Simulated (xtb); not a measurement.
## GeH₃Br: geometry relaxation (part 3 of 3)

GeH₃Br; GFN1-xTB (xtb 6.7.1). 

Geometry of the input (Å):
```
Ge 0.0867  0.0236  -0.1154
Br -1.5154  -0.0862  1.3668
H  0.1665  1.3299  -0.6574
H  -0.1163  -0.9199  -1.1896
H  1.4056  -0.2841  0.5156
```

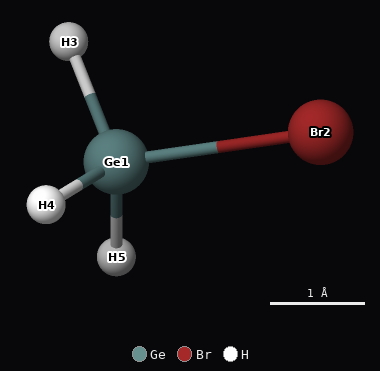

Figure 1. The geometry at step 6 of the log (ball-and-stick view, seen at a tilt; atoms are numbered from 1 in the order of the input).

Log, continued
```
         :::::::::::::::::::::::::::::::::::::::::::::::::::::
         ::                     SUMMARY                     ::
         :::::::::::::::::::::::::::::::::::::::::::::::::::::
         :: total energy              -7.222919039039 Eh    ::
         :: gradient norm              0.000037283779 Eh/a0 ::
         :: HOMO-LUMO gap              6.617872812130 eV    ::
         ::.................................................::
         :: SCC energy                -7.257621785060 Eh    ::
         :: -> electrostatic           0.011994439775 Eh    ::
         :: repulsion energy           0.035871271459 Eh    ::
         :: dispersion energy         -0.001168525439 Eh    ::
         :: halogen bond corr.         0.000000000000 Eh    ::
         :: add. restraining           0.000000000000 Eh    ::
         :: total charge               0.000000000000 e     ::
         :::::::::::::::::::::::::::::::::::::::::::::::::::::

           -------------------------------------------------
          |                Numerical Hessian                |
           -------------------------------------------------
step length          :   0.00500
SCC accuracy         :   0.30000
Hessian scale factor :   1.00000
frozen atoms in %    :   0.00000    0
RMS gradient         :   0.00004
estimated CPU  time      0.00 min

writing file <hessian>.

 projected vibrational frequencies (cm⁻¹)
eigval :       -0.00    -0.00     0.00     0.00     0.00     0.00
eigval :      339.44   559.21   559.21   782.90   839.90   839.93
eigval :     2274.64  2274.79  2295.55
           -------------------------------------------------
          |                Property Printout                |
           -------------------------------------------------

    * Orbital Energies and Occupations

         #    Occupation            Energy/Eh            Energy/eV
      -------------------------------------------------------------
         1        2.0000           -0.7326378             -19.9361
         2        2.0000           -0.6366666             -17.3246
         3        2.0000           -0.4895732             -13.3220
         4        2.0000           -0.4895679             -13.3218
         5        2.0000           -0.4850319             -13.1984
         6        2.0000           -0.4653865             -12.6638
         7        2.0000           -0.4653839             -12.6637 (HOMO)
         8                         -0.2221816              -6.0459 (LUMO)
         9                         -0.2221772              -6.0458
        10                         -0.2215040              -6.0274
        11                         -0.1486880              -4.0460
        12                         -0.1486865              -4.0460
        13                         -0.1433539              -3.9009
        14                         -0.1073641              -2.9215
        15                         -0.1073633              -2.9215
        16                         -0.0954479              -2.5973
        17                         -0.0954462              -2.5972
        18                         -0.0703139              -1.9133
       ...                                ...                  ...
        24                          0.5295697              14.4103
      -------------------------------------------------------------
                  HL-Gap            0.2432023 Eh            6.6179 eV
             Fermi-level           -0.3437827 Eh           -9.3548 eV

  Mulliken/CM5 charges         n(s)   n(p)   n(d)
     1Ge    0.16895 -0.06506   1.344  1.998  0.489
     2Br   -0.03492 -0.00897   1.949  5.103 -0.017
     3H    -0.04468  0.02468   1.045  0.000  0.000
Refinement of some symmetry elements was terminated before convergence was reached.
Some symmetry elements may remain unidentified.
Molecule has the following symmetry elements: (C3) 3*(sigma)
It seems to be the C3v point group
     4H    -0.04468  0.02468   1.045  0.000  0.000
     5H    -0.04467  0.02468   1.045  0.000  0.000

Wiberg/Mayer (AO) data.
largest (>0.10) Wiberg bond orders for each atom

 ---------------------------------------------------------------------------
     #   Z sym  total        # sym  WBO       # sym  WBO       # sym  WBO
 ---------------------------------------------------------------------------
     1  32 Ge   4.245 --     2 Br   1.454     3 H    0.930     4 H    0.930
                             5 H    0.930
     2  35 Br   1.514 --     1 Ge   1.454
     3   1 H    0.997 --     1 Ge   0.930
     4   1 H    0.997 --     1 Ge   0.930
     5   1 H    0.997 --     1 Ge   0.930
 ---------------------------------------------------------------------------

Topologies differ in total number of bonds
Writing topology from bond orders to xtbtopo.mol

 dipole moment from electron density (au)
     X       Y       Z
   0.5544   0.0411  -0.5064  total (Debye):    1.911

           -------------------------------------------------
          |                Geometry Summary                 |
           -------------------------------------------------

      molecular mass/u    :      155.5549002
   center of mass at/Å    :       -0.7189026      -0.0410710       0.6457331
  moments of inertia/u·Å² :        0.5979860E+01   0.2147923E+03   0.2147929E+03
rotational constants/cm⁻¹ :        0.2819068E+01   0.7848341E-01   0.7848318E-01

 * 4 selected distances

     #   Z          #   Z                                           value/Å
     1  32 Ge       2  35 Br                                      2.3138081 (max)
     1  32 Ge       3   1 H                                       1.4741738 (min)
     1  32 Ge       4   1 H                                       1.4741824
     1  32 Ge       5   1 H                                       1.4742054

 * 2 distinct bonds (by element types)

   Z      Z             #   av. dist./Å        max./Å        min./Å
   1 H   32 Ge          3     1.4741872     1.4742054     1.4741738
  32 Ge  35 Br          1     2.3138081     2.3138081     2.3138081

           -------------------------------------------------
          |               Frequency Printout                |
           -------------------------------------------------
 projected vibrational frequencies (cm⁻¹)
eigval :       -0.00    -0.00     0.00     0.00     0.00     0.00
eigval :      339.44   559.21   559.21   782.90   839.90   839.93
eigval :     2274.64  2274.79  2295.55
 reduced masses (amu)
   1: 74.59   2: 67.24   3: 74.81   4: 70.45   5: 64.85   6: 18.91   7: 75.89   8:  4.06
   9:  4.06  10:  2.48  11:  1.87  12:  1.87  13:  2.19  14:  2.19  15:  1.20
 IR intensities (km·mol⁻¹)
   1:  0.11   2:  0.08   3:  0.43   4:  0.23   5:  0.50   6:  0.09   7: 32.69   8: 80.79
   9: 80.74  10:331.29  11:156.93  12:156.96  13:460.23  14:460.16  15: 66.02
 Raman intensities (Ä⁴*amu⁻¹)
   1:  0.00   2:  0.00   3:  0.00   4:  0.00   5:  0.00   6:  0.00   7:  0.00   8:  0.00
   9:  0.00  10:  0.00  11:  0.00  12:  0.00  13:  0.00  14:  0.00  15:  0.00
 output can be read by thermo (or use thermo option).
 writing <g98.out> molden fake output.
 recommended (thermochemical) frequency scaling factor: 1.0
           -------------------------------------------------
          |             Thermodynamic Functions             |
           -------------------------------------------------

c3v symmetry found (for desy threshold:  0.10E+00) used in thermo

          ...................................................
          :                      SETUP                      :
          :.................................................:
          :  # frequencies                           9      :
          :  # imaginary freq.                       0      :
          :  linear?                             false      :
          :  only rotor calc.                    false      :
          :  symmetry                              c3v      :
          :  rotational number                       3      :
          :  scaling factor                  1.0000000      :
          :  rotor cutoff                   50.0000000 cm⁻¹ :
          :  imag. cutoff                  -20.0000000 cm⁻¹ :
          :.................................................:

    mode    ω/cm⁻¹     T·S(HO)/kcal·mol⁻¹    T·S(FR)/kcal·mol⁻¹   T·S(vib)
   ------------------------------------------------------------------------
   ------------------------------------------------------------------------

   temp. (K)  partition function   enthalpy   heat capacity  entropy
                                   cal/mol     cal/K/mol   cal/K/mol   J/K/mol
 298.15  VIB   1.51                  602.491      5.701      2.843
         ROT  0.134E+05              888.752      2.981     21.862
         INT  0.202E+05             1491.244      8.682     24.705
         TR   0.188E+28             1481.254      4.968     41.016
         TOT                        2972.4976    13.6504    65.7216   274.9794

       T/K    H(0)-H(T)+PV         H(T)/Eh          T*S/Eh         G(T)/Eh
   ------------------------------------------------------------------------
    298.15    0.473698E-02    0.292627E-01    0.312265E-01   -0.196374E-02
   ------------------------------------------------------------------------

         :::::::::::::::::::::::::::::::::::::::::::::::::::::
         ::                  THERMODYNAMIC                  ::
         :::::::::::::::::::::::::::::::::::::::::::::::::::::
         :: total free energy          -7.224882774842 Eh   ::
         ::.................................................::
         :: total energy               -7.222919039040 Eh   ::
         :: zero point energy           0.024525763040 Eh   ::
         :: G(RRHO) w/o ZPVE           -0.026489498842 Eh   ::
         :: G(RRHO) contrib.           -0.001963735802 Eh   ::
         :::::::::::::::::::::::::::::::::::::::::::::::::::::

optimized geometry written to: xtbopt.xyz

           -------------------------------------------------
          | TOTAL ENERGY               -7.222919039040 Eh   |
          | TOTAL ENTHALPY             -7.193656299491 Eh   |
          | TOTAL FREE ENERGY          -7.224882774842 Eh   |
          | GRADIENT NORM               0.000037318701 Eh/α |
          | HOMO-LUMO GAP               6.617870196269 eV   |
           -------------------------------------------------

------------------------------------------------------------------------
------------------------------------------------------------------------
 total:
 *  cpu-time:     0 d,  0 h,  0 min,  0.098 sec
 * ratio c/w:     0.987 speedup
 SCF:
 *  cpu-time:     0 d,  0 h,  0 min,  0.003 sec
 * ratio c/w:     1.000 speedup
 ANC optimizer:
 *  cpu-time:     0 d,  0 h,  0 min,  0.028 sec
 * ratio c/w:     1.000 speedup
 analytical hessian:
 *  cpu-time:     0 d,  0 h,  0 min,  0.063 sec
 * ratio c/w:     0.979 speedup
```

File vibspectrum
```
$vibrational spectrum
#  mode     symmetry     wave number   IR intensity    selection rules
#                         cm**(-1)      (km*mol⁻¹)        IR
     1                      -0.00         0.00000          -
     2                      -0.00         0.00000          -
     3                       0.00         0.00000          -
     4                       0.00         0.00000          -
     5                       0.00         0.00000          -
     6                       0.00         0.00000          -
     7        a            339.44        32.69468         YES
     8        a            559.21        80.79098         YES
     9        a            559.21        80.73812         YES
    10        a            782.90       331.29081         YES
    11        a            839.90       156.93051         YES
    12        a            839.93       156.96107         YES
    13        a           2274.64       460.22897         YES
    14        a           2274.79       460.16442         YES
    15        a           2295.55        66.01508         YES
$end
```

Standard error
```
normal termination of xtb
```

Trajectory as extended XYZ (Å, eV, eV/Å), 12 frames, from step=0 to step=11
```
5
Properties=species:S:1:pos:R:3 step=0 energy=-196.31324
Ge    0.0867    0.0236   -0.1154
Br   -1.5154   -0.0862    1.3668
H     0.1665    1.3299   -0.6574
H    -0.1163   -0.9199   -1.1896
H     1.4056   -0.2841    0.5156
5
Properties=species:S:1:pos:R:3 step=1 energy=-196.40469
Ge    0.1814    0.0254   -0.1783
Br   -1.6348   -0.1024    1.4761
H     0.1724    1.3941   -0.6880
H    -0.1293   -0.9580   -1.2241
H     1.4376   -0.2958    0.5343
5
Properties=species:S:1:pos:R:3 step=2 energy=-196.52465
Ge    0.1748    0.0288   -0.1712
Br   -1.5689   -0.1054    1.4199
H     0.1570    1.4089   -0.6791
H    -0.1535   -0.9682   -1.2082
H     1.4177   -0.3008    0.5585
5
Properties=species:S:1:pos:R:3 step=3 energy=-196.53119
Ge    0.1293    0.0163   -0.1306
Br   -1.5533   -0.0925    1.4031
H     0.1666    1.3847   -0.6702
H    -0.1238   -0.9532   -1.2051
H     1.4082   -0.2921    0.5228
5
Properties=species:S:1:pos:R:3 step=4 energy=-196.54547
Ge    0.1520    0.0252   -0.1513
Br   -1.5545   -0.1054    1.4109
H     0.1653    1.3986   -0.6820
H    -0.1445   -0.9591   -1.2069
H     1.4088   -0.2961    0.5492
5
Properties=species:S:1:pos:R:3 step=5 energy=-196.54539
Ge    0.1531    0.0201   -0.1469
Br   -1.5574   -0.0980    1.4055
H     0.1586    1.3972   -0.6748
H    -0.1431   -0.9598   -1.2077
H     1.4159   -0.2962    0.5438
5
Properties=species:S:1:pos:R:3 step=6 energy=-196.54556
Ge    0.1487    0.0240   -0.1487
Br   -1.5530   -0.1037    1.4103
H     0.1649    1.3988   -0.6812
H    -0.1417   -0.9594   -1.2079
H     1.4081   -0.2964    0.5475
5
Properties=species:S:1:pos:R:3 step=7 energy=-196.54560
Ge    0.1515    0.0245   -0.1487
Br   -1.5562   -0.1047    1.4093
H     0.1651    1.3986   -0.6812
H    -0.1445   -0.9592   -1.2061
H     1.4112   -0.2958    0.5466
5
Properties=species:S:1:pos:R:3 step=8 energy=-196.54561
Ge    0.1509    0.0223   -0.1499
Br   -1.5541   -0.1015    1.4104
H     0.1625    1.3982   -0.6792
H    -0.1421   -0.9596   -1.2094
H     1.4099   -0.2962    0.5481
5
Properties=species:S:1:pos:R:3 step=9 energy=-196.54563
Ge    0.1507    0.0236   -0.1483
Br   -1.5547   -0.1031    1.4086
H     0.1636    1.3986   -0.6801
H    -0.1432   -0.9595   -1.2069
H     1.4107   -0.2964    0.5466
5
Properties=species:S:1:pos:R:3 step=10 energy=-196.54564
Ge    0.1507    0.0235   -0.1488
Br   -1.5551   -0.1032    1.4096
H     0.1641    1.3984   -0.6803
H    -0.1431   -0.9594   -1.2074
H     1.4105   -0.2960    0.5468
5
Properties=species:S:1:pos:R:3 step=11 energy=-196.54564
Ge    0.1509    0.0234   -0.1489
Br   -1.5548   -0.1031    1.4094
H     0.1637    1.3985   -0.6802
H    -0.1432   -0.9594   -1.2075
H     1.4105   -0.2962    0.5472
```

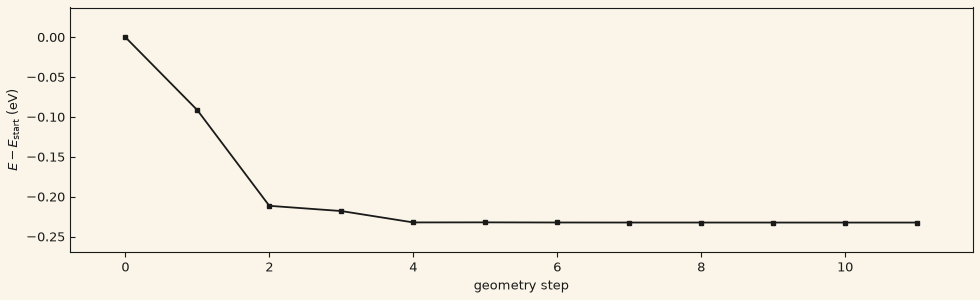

Figure 2. Progress of the relaxation, step by step (steps are counted from 0).

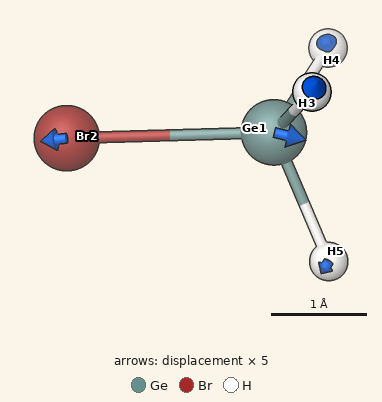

Figure 3. The starting structure with the displacements as blue arrows, magnified 5 times (ball-and-stick view, seen on its broad side). The two geometries are laid on each other by the best rigid fit. After 11 geometry steps the energy has fallen by 0.232 eV. The largest moves after the best rigid fit, 0.072 Å, are those of Ge1 and H3. Largest moves by element: Ge 0.072 Å, H 0.072 Å, Br 0.060 Å. Distances before and after: Ge1–Br2 2.185 → 2.314 Å, Ge1–H3 1.417 → 1.474 Å, Ge1–H4 1.444 → 1.474 Å, Ge1–H5 1.494 → 1.474 Å. Among the angles that change: Br2–Ge1–H4 111.6° → 107.5°, H3–Ge1–H5 107.6° → 111.4°, Br2–Ge1–H5 110.5° → 107.5°. (Atoms are counted from 1 in the order of the input.)

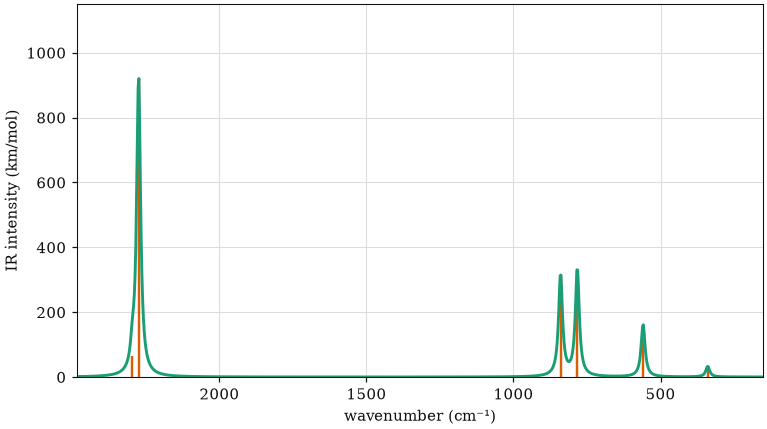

Figure 4. Harmonic infrared spectrum, unscaled: sticks (degenerate modes added up, dark ones marked on the axis) with a Lorentzian envelope of 16 cm⁻¹ full width, scaled to the tallest stick. 9 modes from 339 to 2296 cm⁻¹, none imaginary. The strongest line is at 2275 cm⁻¹ (920 km/mol). All modes, in cm⁻¹ (km/mol): 339 (33), 559 (81), 559 (81), 783 (331), 840 (157), 840 (157), 2275 (460), 2275 (460), 2296 (66).

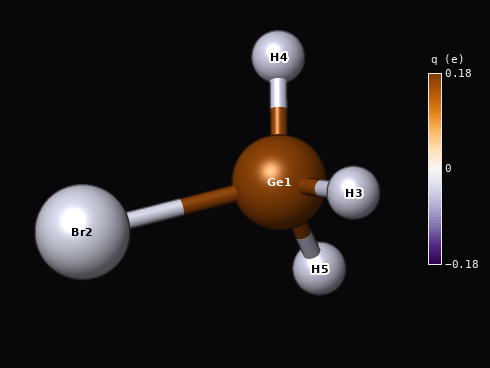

Figure 5. Mulliken charges, as the colour of each atom (ball-and-stick view, seen at a tilt; atoms are numbered from 1 in the order of the input). By element: Ge +0.17, Br −0.03 and H −0.04 e.

Summary

| quantity | value |
| --- | --- |
| outcome | converged |
| electrons treated | 14 |
| total energy | −7.222919 hartree |
| dispersion energy | −0.001169 hartree |
| basis functions | 26 |
| HOMO | −12.66 eV |
| LUMO | −6.05 eV |
| zero-point energy | 0.024526 hartree |
| dipole moment | 1.91 D |
| wavenumbers, lowest and highest | 339 and 2296 cm⁻¹ |
| hardware | 1 thread of Intel Xeon (Granite Rapids), 192 GiB of memory available, shared host |
| peak memory | 0.071 GiB |
